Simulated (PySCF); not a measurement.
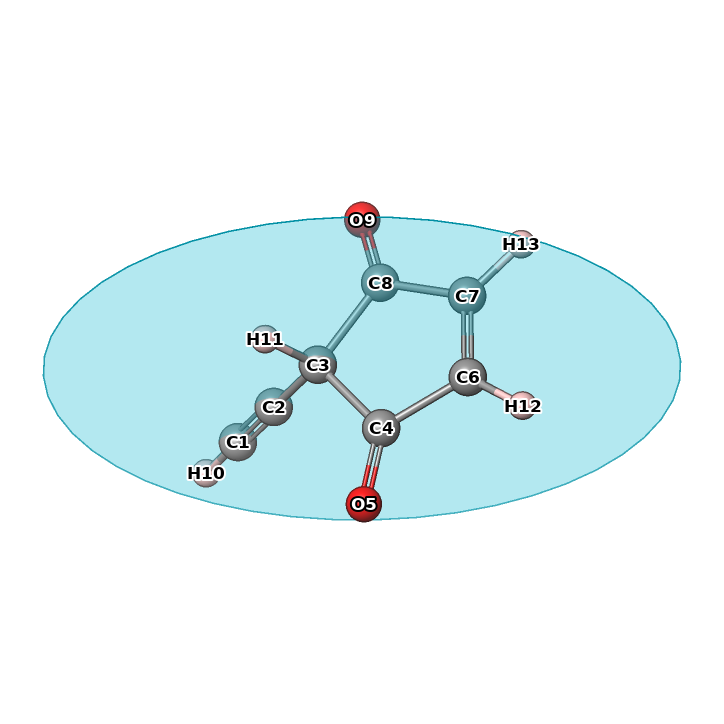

A disc through the centre of mass is drawn in. Atoms fade into the background with distance from the viewer. The computed structure is the end point of a PBE0-D3(BJ)/def2-SVP optimisation. No frequency run is at hand to confirm it as a minimum.

Is the plane of the disc a mirror plane of the structure?

Answer. Yes. The reflection leaves C1, C2, C3, H10, H11 in place and moves C4 ↔ C8; O5 ↔ O9; C6 ↔ C7; H12 ↔ H13. The point group is Cs.
